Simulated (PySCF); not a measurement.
# BCl$_{3}$H (charge −1): what the fields show

Input file:

```
{"job": {"kind": "sp", "xc": "wB97X", "basis": "ma-def2-TZVP", "d3": "d3bj", "grid": 2}, "charge": -1, "multiplicity": 1}
Cl    -0.869671    -1.537049    -0.333130
B      0.016877    -0.026715     0.355987
Cl    -0.884487     1.533410    -0.189746
Cl     1.783564     0.010001    -0.290271
H      0.031002    -0.082180     1.567508
```

Run with:

```sh
OMP_NUM_THREADS=1 python redox_run.py task.json out
```

Geometry: PBE0-D3(BJ)/ma-def2-SVP.

Theory: DFT single point, gas phase, functional wB97X in PySCF.

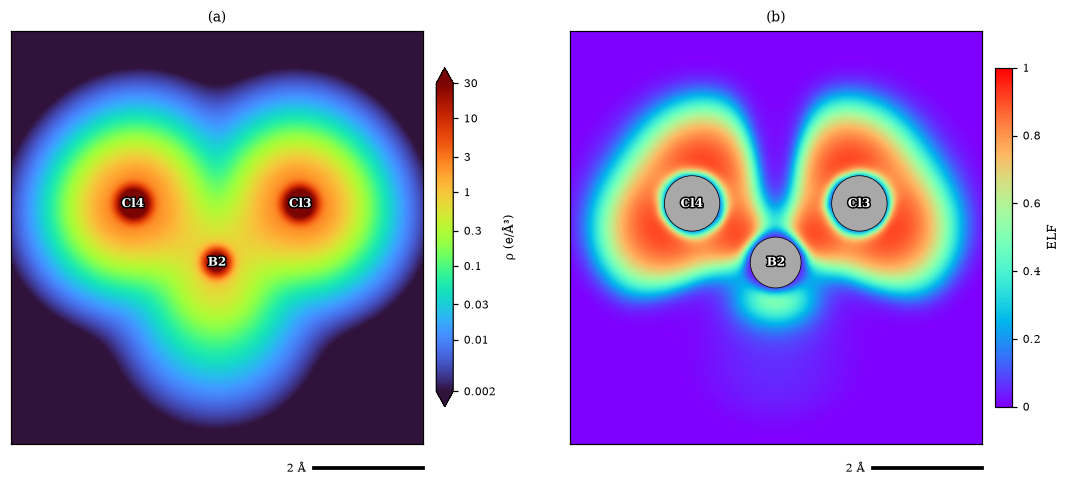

Figure 1. (a) total electron density; (b) ELF on the plane of atoms Cl3, B2 and Cl4. Grey discs cover the atomic cores in the ELF map.

What does the map show?

- The plane passes through B and Cl nuclei.
- B–Cl (1.88 Å): the density is about 1.1 e/Å³ at the midpoint; the ELF peaks at about 0.90 between the atoms (a shared but strongly polarised pair).
- The ELF also peaks beside Cl3 and Cl4, away from the bonds: lone-pair regions.

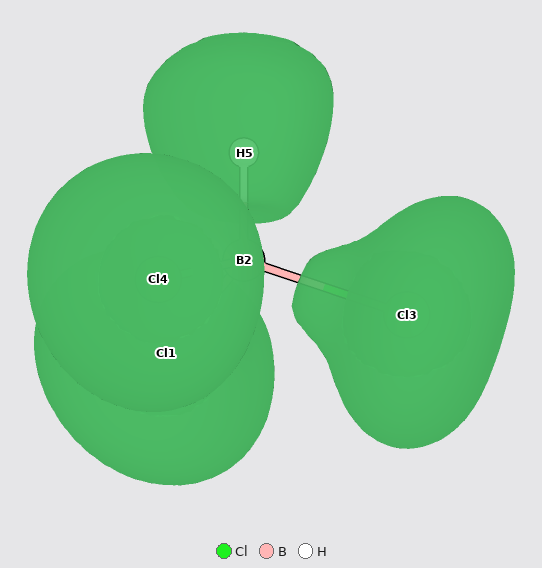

Figure 2. Isosurface of the electron localisation function at 0.75 (green), seen from one side. Core shells and regions of very low density are left out.

Where are the electrons localised?

The ELF exceeds this value in one region around a hydrogen nucleus and three regions on Cl in which the atom's valence shell and bonds are merged. Profiles from the grid: B–H (1.21 Å): the ELF climbs to about 1 towards the hydrogen, as it does in any bond to H; an ordinary covalent bond to hydrogen.
